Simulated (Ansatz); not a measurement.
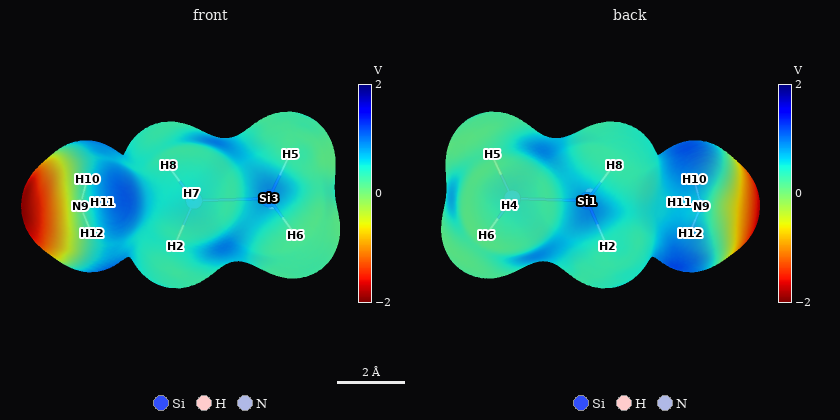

*H6Si2···NH3. The electrostatic potential painted on the density surface at 0.002 e/bohr³, seen from the front and from behind; the colour scale runs from red (negative) to blue (positive).*

The calculation used Ansatz, RKS PBE/cc-pVDZ.

```xyz
12

Si    0.2996    0.0081   -0.0059
H     0.3688   -0.3985    1.4459
Si    2.4760    0.0308   -0.9152
H     3.0853   -1.3496   -0.8541
H     2.4395    0.4771   -2.3570
H     3.3587    0.9799   -0.1402
H    -0.3221    1.3802   -0.1052
H    -0.5670   -0.9763   -0.7535
N    -2.9884   -0.0453    1.4281
H    -2.8971   -0.6244    0.5793
H    -2.6790    0.8922    1.1291
H    -2.2311   -0.3742    2.0462
```

Describe the electrostatic potential map.

The most negative region (about −1.9 V) lies over N9, the most positive (about +1.2 V) over H10, H11 and H12. N9 is the likeliest acceptor of a hydrogen bond.
